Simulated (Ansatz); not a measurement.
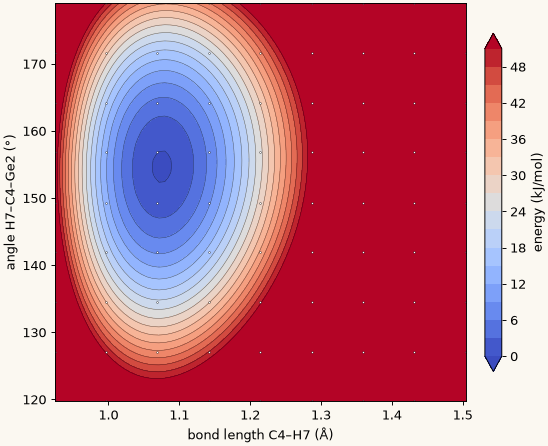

C2H3ClGe, SMILES [Cl][GeH]1[CH]=[CH]1. First axis: bond length C4–H7. Second axis: angle H7–C4–Ge2. Nothing is relaxed (all other coordinates rigid). Grid: 9 × 9 points. Energies are in kJ/mol, from the lowest grid point. These are results of RKS BHLYP-D4/def2-TZVP in Ansatz, not measurements.

The picture shows filled contours, dots at the grid points, one colour for all values above the top of the scale. Between grid points the surface is interpolated.

Question: Estimate the position of the minimum and the force constants in these coordinates.

Answer: The interpolated minimum is at bond length C4–H7 ≈ 1.075 Å, angle H7–C4–Ge2 ≈ 154.7°. The curvatures there are about 36 eV/Å² and 3.9 eV/rad², with a cross term of about −0.5 eV/(Å·rad). Round the minimum the two coordinates are nearly uncoupled. (1 eV is 96.5 kJ/mol.)
